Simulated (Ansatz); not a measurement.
LiH₂

```xyz
12
Lattice="4.8167 0.0000 0.0000 0.0000 4.8167 0.0000 0.0000 0.0000 6.6426" Properties=species:S:1:pos:R:3 pbc="T T T"
Li    2.4083    0.0000    0.0000
Li    0.0000    2.4083    3.3213
Li    0.0000    2.4083    0.0000
Li    2.4083    0.0000    3.3213
H     1.7416    1.7416    0.0000
H     4.1500    4.1500    3.3213
H     3.0751    1.7416    0.0000
H     0.6667    4.1500    3.3213
H     1.7416    3.0751    0.0000
H     4.1500    0.6667    3.3213
H     0.6667    0.6667    3.3213
H     3.0751    3.0751    0.0000
```

Space group I4/mmm; started from the random prototype, which need not be the ambient phase.

Method: Ansatz 0.2.0, DFT PBE, scalar-relativistic, plane waves, PAW.

### Predict the valence pseudo-density and electron localisation function between the atoms.

Li–H (1.86 Å): ρ is about 0.18 e/Å³ halfway; the ELF climbs to about 1 towards the hydrogen (a hydride-like H with a filled shell, bound largely ionically).

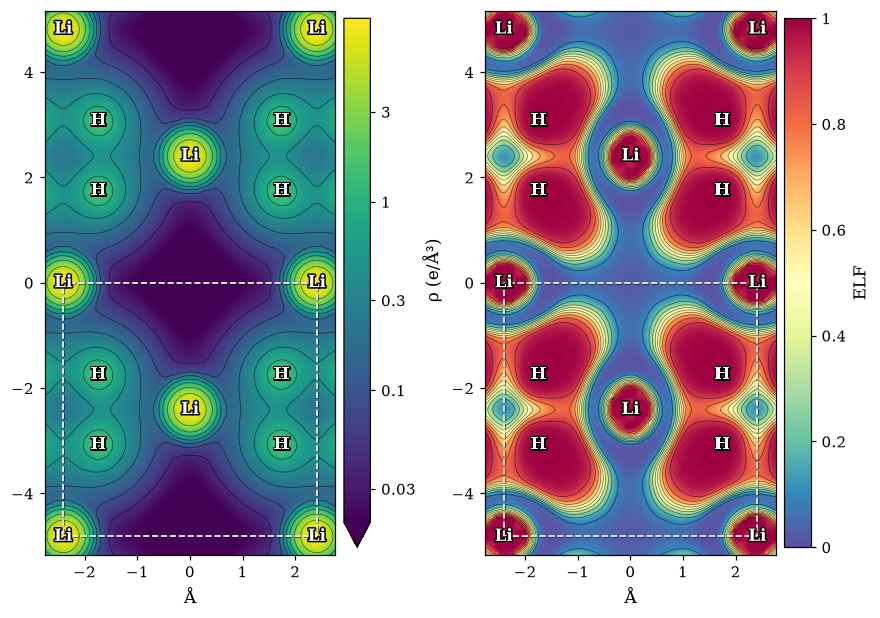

Computed valence pseudo-density and electron localisation function on the (001) plane of the conventional cell, in this order. 

In a PAW calculation such maps are meaningful between the atoms, not at the nuclei.
